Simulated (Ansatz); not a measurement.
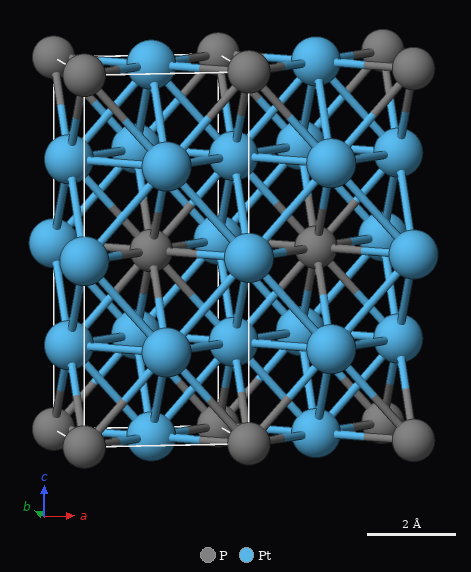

This is the input geometry for a relaxation of crystalline PPt₃ (built on the TiAl3 (D0_22)_139 type) (coarse preliminary run). A ball-and-stick model of the conventional cell (2 times the calculation's cell), repeated 2 × 1 × 1 with one cell outlined, seen slightly off an axis. Lengths and directions refer to the drawn axes.

Case: TiAl3 (D0_22) type (I4/mmm, No. 139).

Computed with Ansatz, DFT PBE, scalar-relativistic, plane waves, PAW.

Input
```yaml
crystal:
  lattice:
    - [-1.9188327807, 1.9188327807, 4.2862238738]
    - [1.9188327807, -1.9188327807, 4.2862238738]
    - [1.9188327807, 1.9188327807, -4.2862238738]
  atoms:
    - { symbol: P, position: [0.0, 0.0, 0.0] }
    - { symbol: Pt, position: [0.5, 0.5, 0.0] }
    - { symbol: Pt, position: [0.25, 0.75, 0.5] }
    - { symbol: Pt, position: [0.75, 0.25, 0.5] }
basis:
  ecutwfc: 420
kpoints:
  mp_grid: { grid: [6, 6, 6] }
hamiltonian:
  xc: pbe
scf:
  occupations: { method: gaussian, width: 0.1 }
  lower_state_search: "off"
output:
  forces: true
  stress: true
  eigenvalues: true
relax:
  adjacent_minimum: "off"
  f_tol: 0.04
  max_steps: 70
  cell: { stress_tol: 0.4 }
```

Launched with:
```bash
ansatz run input.yaml --threads 1 --pin off --max-ram 2560MiB --backend cpu --events-out ev --progress --plain --runs-dir out
```

Q: What does the optimiser find from here?

A: The atoms keep their places relative to the cell (all moves are under 0.005 Å). Cell: a = b 3.838 → 3.886 Å (+1.3 %), c 8.572 → 8.155 Å (−4.9 %). Volume −2.5 %. Near-neighbour distances that change, for instance: Pt2–Pt3 2.877 → 2.816 Å, P1–Pt3 2.877 → 2.816 Å, Pt3–Pt4 2.714 → 2.748 Å, P1–Pt2 2.714 → 2.748 Å. The space group stays I4/mmm (No. 139). The energy falls by 14.6 meV per atom in 4 accepted moves (5 points after the start). All forces vanish by symmetry, so only the cell relaxes. Pressure: −4.14 GPa at the start and 0.03 GPa at the end. The SCF was repeated once at an unchanged geometry on a basis and grid sized afresh for the cell, which shifted the energy by 0.1 meV per atom at most. The run took 23 s on 1 thread of Arm Neoverse V1, on a shared host, peak memory 0.37 GiB.

The structure at the end:

```
P Pt
1.0
    -1.94304    1.94304    4.07744
     1.94304   -1.94304    4.07744
     1.94304    1.94304   -4.07744
P Pt
1 3
Direct
  0.00000 0.00000 0.00000
  0.50000 0.50000 0.00000
  0.25000 0.75000 0.50000
  0.75000 0.25000 0.50000
```

The end point in the same view:

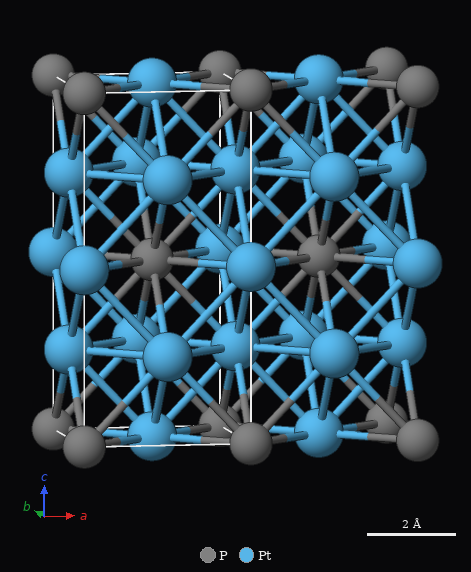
